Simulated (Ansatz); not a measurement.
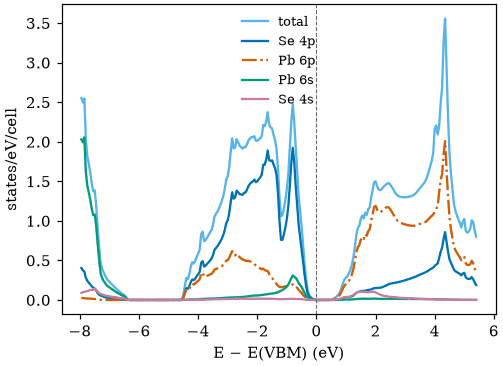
Figure. Total and projected density of states of PbSe (rock salt, space group No. 225), PBE (plane waves, PAW; program Ansatz)

**Question.** Which orbitals carry the states next to the gap?

**Answer.** Top 1 eV of the valence band: Se 4p 74 %, Pb 6s 14 %, Pb 6p 9 %. Bottom 1 eV of the conduction band: Pb 6p 72 %, Se 4s 12 %, Se 4p 11 %. Projections are on Löwdin-orthogonalised atomic valence shells; empty p or d shells of many metals are not among them.

Space group Fm-3m (rock salt). The cell was relaxed with PBE under the symmetry of its start. Scalar-relativistic: spin–orbit coupling is off unless named, which matters more the heavier the elements.

Potentials: the later of the program's two PAW sets.
